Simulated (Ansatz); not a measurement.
H$_{9}$ClO$_{4}$: several calculations on one system

**1. Relaxation**

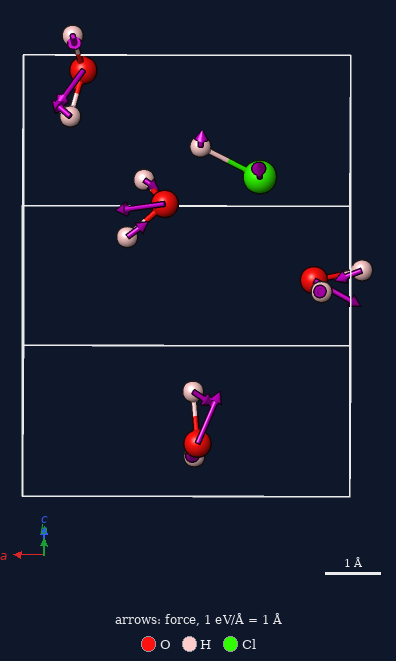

Starting geometry of an amorphous cell of composition H9ClO4 with the computed forces as purple arrows. A ball-and-stick model of the cell of the calculation, seen from a free direction.

The cell holds 4 H2O + 1 HCl. The run prepares the start of a later molecular dynamics calculation, from a guessed geometry.

Method: DFT r2SCAN-D3(BJ), scalar-relativistic, plane waves, PAW (Ansatz 0.2.0). Set-up: plane-wave cutoff 500 eV; k-point mesh 1 × 1 × 1; occupations fermi dirac; smearing width 0.02 eV; no spin polarisation; atoms relaxed in a fixed cell; force threshold 0.3 eV/Å; at most 15 steps.

> Is this structure relaxed? If not, where do the atoms go?

It isn't relaxed: the largest force vector, on an O atom, is 1.09 eV/Å. The final displacements follow the starting forces only in part (cosine between the two patterns 0.40). The energy falls by 147 meV per atom in 12 geometry steps. The largest force component goes from 0.94 to 0.2 eV/Å. The largest moves, 1.13 Å, are those of H atoms. By element the largest moves are H 1.13 Å, O 0.74 Å, Cl 0.50 Å. The cell stays as it was. Among the contacts that change: Cl–H 1.280 → 1.338 Å, H–O 0.969 → 0.976 Å. The run took 72 s on 1 thread of Intel(R) Xeon(R) Platinum 8488C (Sapphire Rapids) (shared host), peak memory 0.57 GiB.

Limits of the set-up: the program's low-accuracy preset was used; the periodic images lie only 6.1 Å apart, so the values are limited by the cell's size.

**2. Dynamics**

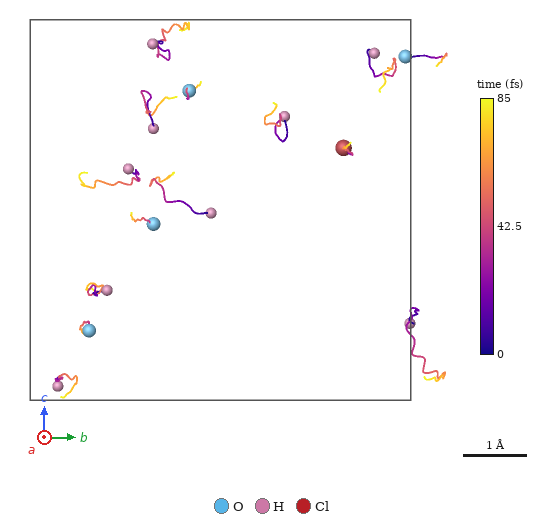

First-principles dynamics of a periodic cell with 4 H2O + 1 HCl at 0.811 g/cm³, 85 fs long. Lines trace each atom's path, coloured by time; spheres stand at the starting positions. Seen along the a axis in the simulation cell.

Level of theory: Ansatz, DFT r2SCAN-D3(BJ), scalar-relativistic, plane waves, PAW. Set-up: plane-wave cutoff 500 eV; k-point mesh 1 × 1 × 1; Fermi-Dirac smearing 0.02 eV; low-accuracy preset; Langevin thermostat (NVT); set temperature 700 K; time step 0.5 fs; friction 0.02 per fs.

Q: How do the atoms move?

A: Root-mean-square distances from the starting positions over the second half, with the common drift of all atoms taken out: H 0.74 Å, Cl 0.59 Å, O 0.38 Å. The heavy atoms stay within a fraction of a molecule's size of their starting places; so short a run doesn't tell a liquid from a solid. Bond changes: one H–O bond forms at about 82 fs. Over the second half the temperature averages 633 K (spread ±71 K). The potential energy is still drifting at the end, so the run hasn't reached equilibrium. The potential energy in the second half lies on average 38.3 meV per atom above the first frame.

Limits of the set-up: the program's low-accuracy preset was used; the periodic images lie only 6.1 Å apart, so the values are limited by the cell's size.

The run took 13 min on 1 thread of Intel(R) Xeon(R) Platinum 8488C (Sapphire Rapids) (shared host), peak memory 0.57 GiB.

**3. Dynamics**

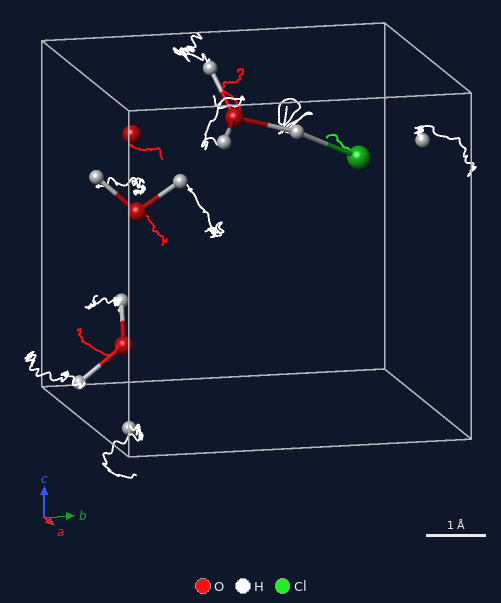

First-principles dynamics of a periodic cell with 4 H2O + 1 HCl at 0.811 g/cm³, 125 fs long. It starts from the last geometry of an earlier run, with fresh velocities. Lines trace each atom's path, in the colour of its element; spheres stand at the starting positions. Seen slightly off an axis in the simulation cell.

Level of theory: DFT r2SCAN-D3(BJ), scalar-relativistic, plane waves, PAW in Ansatz 0.2.0. Settings: plane-wave cutoff 500 eV; k-point mesh 1 × 1 × 1; Fermi-Dirac smearing 0.02 eV; low-accuracy preset; Nosé-Hoover thermostat (NVT); set temperature 700 K; time step 0.5 fs; thermostat time 100.0 fs.

The input:
```yaml
accuracy: low
crystal:
  lattice:
    - [6.057775, 0.0, 0.0]
    - [0.0, 6.057775, 0.0]
    - [0.0, 0.0, 6.057775]
  atoms:
    - { symbol: O, position: [0.37020142, 0.1454947, 0.18713586] }
    - { symbol: H, position: [0.32356691, 0.02732406, 0.07652293] }
    - { symbol: H, position: [0.2565273, 0.16729647, 0.29231568] }
    - { symbol: O, position: [0.47824203, 0.44135355, 0.85238146] }
    - { symbol: H, position: [0.61064733, 0.37689131, 0.81158948] }
    - { symbol: H, position: [0.42220453, 0.38394093, 0.98703736] }
    - { symbol: O, position: [0.08101297, 0.25751615, 0.50881249] }
    - { symbol: H, position: [0.15257629, 0.36539242, 0.60607407] }
    - { symbol: H, position: [0.06524139, 0.14266349, 0.61155703] }
    - { symbol: O, position: [0.81073743, 1.05763993, 0.89092548] }
    - { symbol: H, position: [0.78227318, 0.91246724, 0.82420587] }
    - { symbol: H, position: [0.72184096, 1.07217356, 1.02286669] }
    - { symbol: Cl, position: [0.35465241, 0.83493955, 0.69191288] }
    - { symbol: H, position: [0.45059393, 0.62995082, 0.79577645] }
basis:
  ecutwfc: 500.0
kpoints:
  mp_grid: { grid: [1, 1, 1] }
hamiltonian:
  xc: r2scan
  dispersion: d3bj
scf:
  occupations: { method: fermi_dirac, width: 0.02 }
  lower_state_search: "off"
md:
  timestep: 0.5
  n_steps: 250
  ensemble: nvt_nose_hoover
  temperature: 700.0
  initial_velocities: maxwell_boltzmann
  seed: 530873
  nose_hoover: { tau: 100.0, chain_length: 1 }
```

Command:
```bash
ansatz run input.yaml --threads 1 --pin off --max-ram 3072MiB --backend cpu --events-out ev --progress --plain --runs-dir out
```

Question: Describe the motion.

Answer: Root-mean-square distances from the starting positions over the second half, with the common drift of all atoms taken out: H 0.86 Å, O 0.69 Å, Cl 0.47 Å. The heavy atoms stay within a fraction of a molecule's size of their starting places; so short a run doesn't tell a liquid from a solid. Bond changes: one H–O bond breaks at about 34 fs. The conserved quantity stays between −0.19 and 0.85 meV per atom of its start. A straight-line fit has a slope that amounts to +0.09 meV per atom over 125 fs (0.1 % of the mean kinetic energy), and the ripple about it is 2.1 % of the kinetic energy's fluctuation. With a drift under 2 % and a ripple under 7 %, the integration is accurate.

Limits of the set-up: the program's low-accuracy preset was used; the periodic images lie only 6.1 Å apart, so the values are limited by the cell's size.

The run took 16 min on 1 thread of Intel(R) Xeon(R) Platinum 8488C (Sapphire Rapids) (shared host), peak memory 0.57 GiB.
